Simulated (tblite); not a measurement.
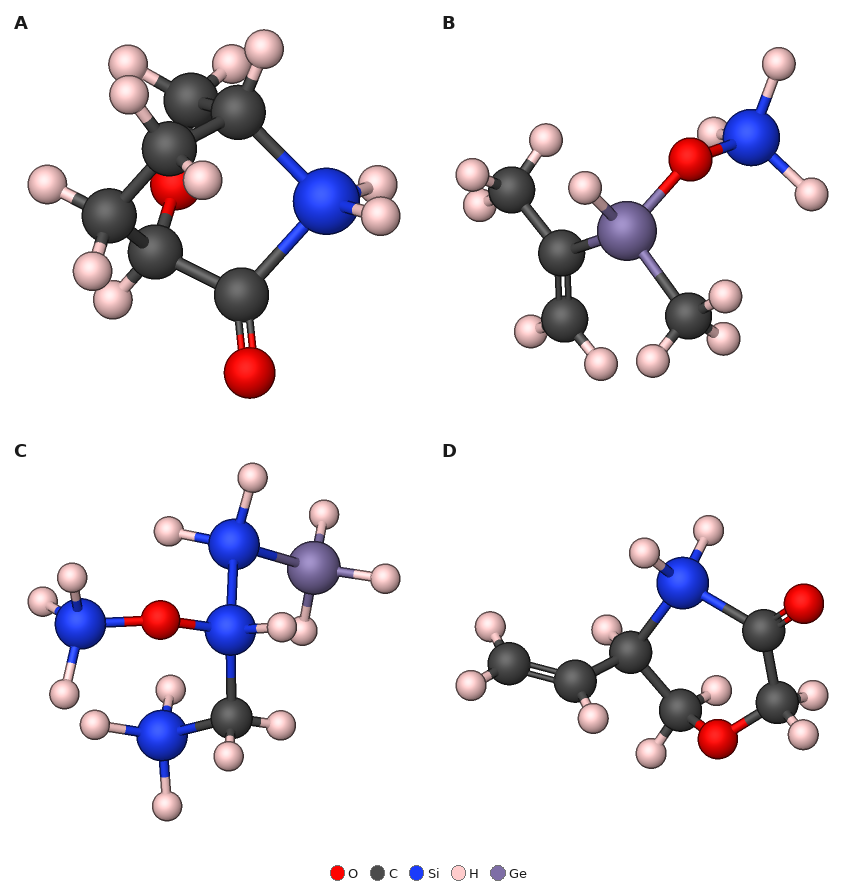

The picture comes from a calculation with tblite.

```xyz
19
charge 0, multiplicity 1
C    -2.0049    0.2603   -0.9660
C    -1.3201    0.4059    0.1576
C    -1.5307    1.5526    1.0927
Ge    0.1074   -0.8695    0.6651
C     0.3187   -2.4505   -0.5051
O     1.6304    0.0257    0.6018
Si    2.5379    0.9646   -0.3482
H    -1.8403   -0.5769   -1.6259
H    -2.7645    0.9652   -1.2730
H    -2.2919    2.2376    0.7236
H    -1.8299    1.1794    2.0728
H    -0.5929    2.0935    1.2220
H     0.0852   -1.2008    2.1494
H     0.4816   -2.1379   -1.5338
H     1.1778   -3.0342   -0.1848
H    -0.5637   -3.0826   -0.4690
H     2.8721    0.2613   -1.5908
H     1.8059    2.1930   -0.6757
H     3.7122    1.2222    0.4797
```

Question: Which panel shows the molecule in this file?

Answer: B. The file holds C4H12GeOSi, `C=[C](C)[Ge@@H]([CH3])[O][SiH3]`.
